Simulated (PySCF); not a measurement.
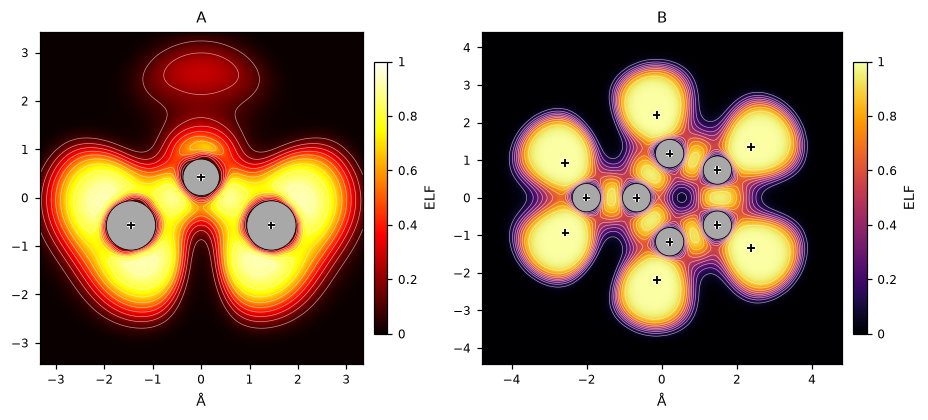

The ELF of 2 systems, each on a plane through atoms (crosses mark nuclei in the plane; grey discs cover the cores).

All numbers below come from PBE0/aug-cc-pVTZ, SCF density, gas phase in PySCF 2.14.0.

System 1: C₆H₆ (Fulvene), the molecular plane. Geometry: PBE0-D3(BJ)/def2-TZVP.

```xyz
12

C     1.8059    0.3385   -0.8168
C     0.6065    0.1127   -0.2735
C     0.2531   -0.9636    0.6558
C    -1.0518   -0.8334    0.9596
C    -1.5959    0.3257    0.2437
C    -0.6167    0.8901   -0.4877
H     1.9645    1.1664   -1.4984
H     2.6564   -0.2964   -0.5948
H     0.9436   -1.7121    1.0166
H    -1.6246   -1.4701    1.6203
H    -2.6232    0.6585    0.3067
H    -0.6872    1.7580   -1.1274
```

System 2: CHCl₃ (SMILES ClC(Cl)Cl), the plane of atoms Cl3, C2 and Cl4. Geometry: PBE0-D3(BJ)/def2-TZVP.

```xyz
5

Cl   -0.1716    1.2188   -1.2162
C     0.0538   -0.0854   -0.0588
Cl    1.0931    0.4156    1.2693
Cl   -1.4912   -0.6823    0.5357
H     0.5467   -0.9030   -0.5736
```

Which map belongs to which system?

Answer. Panel A is system 2, CHCl₃: the plane holds C and Cl. C–Cl (1.76 Å): the ELF peaks at about 0.90 between the atoms, as expected for a shared electron pair. Panel B is system 1, C₆H₆: the plane holds C and H. C–C (1.34 Å): the ELF peaks at about 0.95 between the atoms (a multiple bond).
